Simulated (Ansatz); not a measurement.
**CHBK (charge +1, triplet): density, localisation and related maps**

The calculation's input:

```
crystal:
  periodic: [false, false, false]
  atoms:
    - {symbol: C, position_ang: [-0.501108, 0.074009, 0.710664]}
    - {symbol: B, position_ang: [-1.220864, 0.866103, -0.159571]}
    - {symbol: K, position_ang: [1.978026, -0.527075, -1.038671]}
    - {symbol: H, position_ang: [-0.275003, -0.463686, 1.628718]}
basis:
  gaussian:
    orbitals: def2-TZVPD
output: {forces: true, orbitals: {seedname: orbitals}}
hamiltonian:
  xc: pbe0
total_charge: 1
magnetization:
  spin_polarized: true
  initial_magnetization: 2
```

Command:

```sh
ansatz run input.yaml --threads 1 --pin off --max-ram 2610MiB --events-out events.jsonl --progress --plain --runs-dir runs
```

Geometry: PBE0-D3(BJ)/def2-SVP.

Level of theory: Ansatz 0.2.0, isolated molecule in a Gaussian basis; Kohn-Sham density functional theory, functional PBE0.

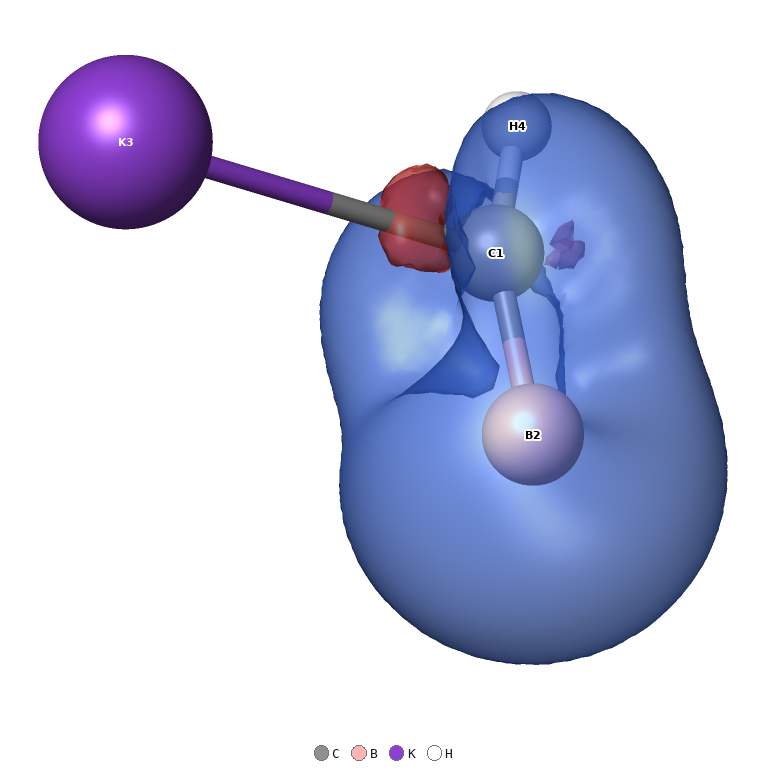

Figure 1. Isosurfaces of the spin density at +0.03 (blue) and −0.03 e/Å³ (red), seen at an oblique angle.

Where is the unpaired spin?

The unpaired spin (2 electrons) lies mostly on B2 (about 1.3) and C1 (about 0.6), in electrons by Hirshfeld's partition.

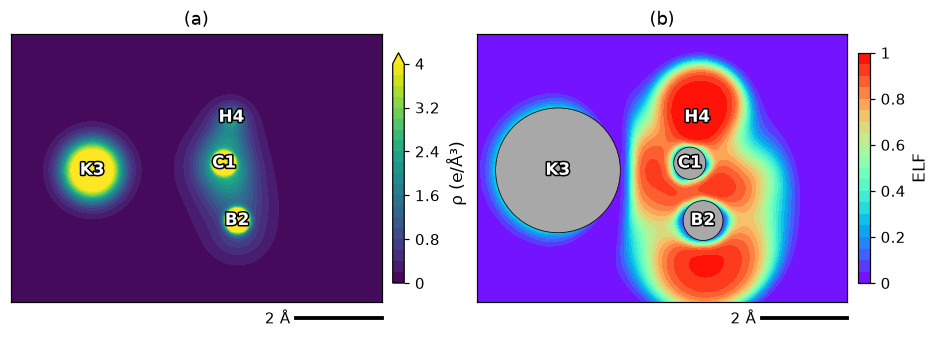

Figure 2. (a) electron density; (b) ELF on the molecular plane. Grey discs cover the atomic cores in the ELF map.

What does the map show?

- Atoms in the plane: C, B, K and H.
- C–B (1.38 Å): the density is about 1.8 e/Å³ at the midpoint; the ELF peaks at about 0.90 between the atoms: localised, covalent bonding.
- C–K (3.09 Å): the density is about 0.08 e/Å³ at the midpoint; the ELF peaks at about 0.90 in the valence shell of C, 0.9 Å from its nucleus, and is about 0.05 at the midpoint.
- C–H (1.09 Å): ρ is about 2 e/Å³ halfway; the ELF climbs to about 1 towards the hydrogen, as it does in any bond to H: an ordinary covalent bond to hydrogen.
- The ELF also peaks beside B2, away from the bonds: non-bonding electrons, paired or unpaired.

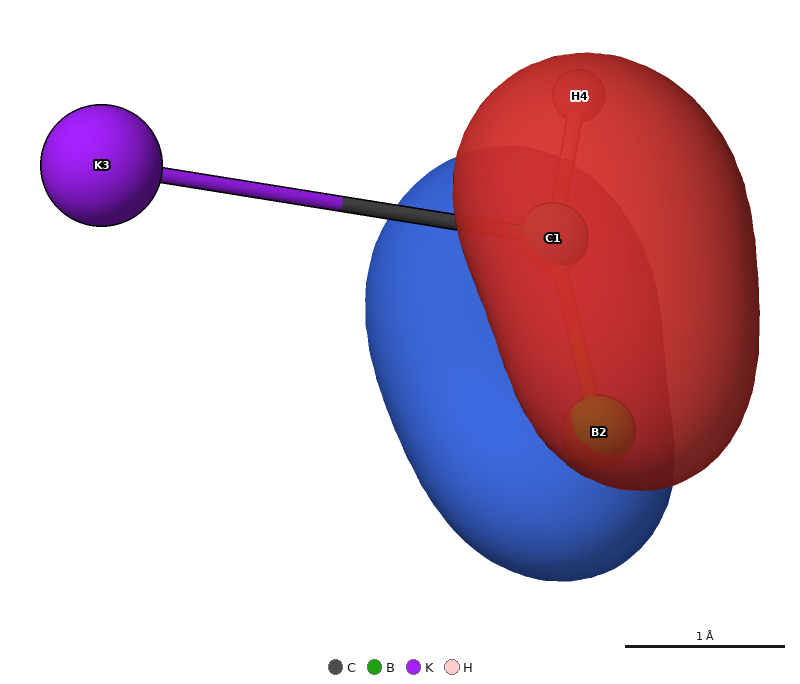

Figure 3. The HOMO−1 (α) at ±0.15 Å⁻³ᐟ² (blue and red are the two phases), seen at a tilt.

What is the character of this orbital?

Its weight (Hirshfeld) is mainly on C1 (about 60 %) and B2 (about 35 %); it changes sign across the molecular plane (π type); π-bonding across C1–B2. Its energy is −12.77 eV.
